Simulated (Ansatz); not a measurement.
**CH4Ge (triplet): wave-function methods side by side at a displaced geometry (v1), cc-pVDZ**

Aim: climb from Hartree-Fock through coupled cluster for CH4Ge (triplet) at one geometry and basis, and see what each rung misses.

Method: cc-pVDZ, core rule «outside noble gas», up to 15 orbitals frozen; program: Ansatz 0.2.0, Gaussian basis.

Plan: UHF; CCSD(T) on ROHF; CCSD(T) on UHF; BCCD(T) on ROHF; CISD; CCSDT(Q) on ROHF; CCSDT(Q) on UHF.

17 further runs of the same task are left out: 3 that didn't finish, 14 set aside as unsound or not needed.

## Step 1: The geometry

The geometry is a PBE0/def2-TZVP stationary point (not a proven minimum) with its atoms shifted at random (size 0.040 Å). No spin-orbit coupling is included. The filled d shell of Ge may be among the frozen orbitals whatever the setting's name suggests; the logs give the count.

6 atoms, charge 0, spin multiplicity 3.

Atoms are counted from 1 here; the program's logs count them from 0.

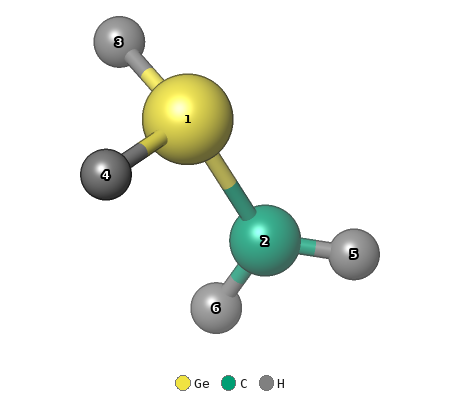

The geometry (germanium yellow, carbon teal, hydrogen grey); atoms are numbered from 1 in the order of the file.

## Step 2: UHF

in.yaml

```yaml
crystal:
  periodic: [false, false, false]
  atoms:
    - {symbol: Ge, position_ang: [0.032408, 0.002146, 0.307214]}
    - {symbol: C, position_ang: [-0.060708, -0.013997, -1.626333]}
    - {symbol: H, position_ang: [-0.596813, 1.303202, 0.851613]}
    - {symbol: H, position_ang: [-0.699588, -1.275391, 0.881415]}
    - {symbol: H, position_ang: [0.728944, -0.001322, -2.313658]}
    - {symbol: H, position_ang: [-1.044692, -0.014341, -2.180073]}
basis:
  gaussian: {orbitals: cc-pVDZ}
magnetization: {spin_polarized: true, initial_magnetization: 2}
hamiltonian: {xc: hf}
output: {orbitals: {seedname: orbitals}}
```

Started as:

```bash
$ ansatz run in.yaml --threads 1 --pin off --events-out ev --progress --plain --max-ram 2393MiB
```

Further steps of the session: CCSD(T) on ROHF; CCSD(T) on UHF; BCCD(T) on ROHF; CISD; CCSDT(Q) on ROHF; CCSDT(Q) on UHF.

**Question.** What will the summary of the whole plan be? Wanted: UCCSDT(Q) below the RHF energy; RMP2 from UCCSDT(Q); UMP2 from UCCSDT(Q); RCCSD from UCCSDT(Q); RCCSD(T) from UCCSDT(Q); UCCSD(T) from UCCSDT(Q); RCCSDT(Q) from UCCSDT(Q); T1 diagnostic.

As calculated:

```
                         quantity                                                   value
   UCCSDT(Q) below the RHF energy                                              -6.7773 eV
              RMP2 from UCCSDT(Q)                                         +28.39 kcal/mol
              UMP2 from UCCSDT(Q)                                         +28.50 kcal/mol
             RCCSD from UCCSDT(Q)                                          +4.48 kcal/mol
          RCCSD(T) from UCCSDT(Q)                                          +0.90 kcal/mol
          UCCSD(T) from UCCSDT(Q)                                          +0.81 kcal/mol
         RCCSDT(Q) from UCCSDT(Q)                                          +0.10 kcal/mol
levels within 1 kcal/mol (43 meV)  RCCSD(T), UCCSD(T), BCCD(T), RCCSDT, UCCSDT, RCCSDT(Q)
                    T1 diagnostic                                                   0.016
```

In words: RCCSD(T) lands +0.90 kcal/mol from the yardstick (0.6 % of the correlation energy). These misses are within one basis, not against nature; the frozen cores of restricted and unrestricted runs differ, which can shift their rows.
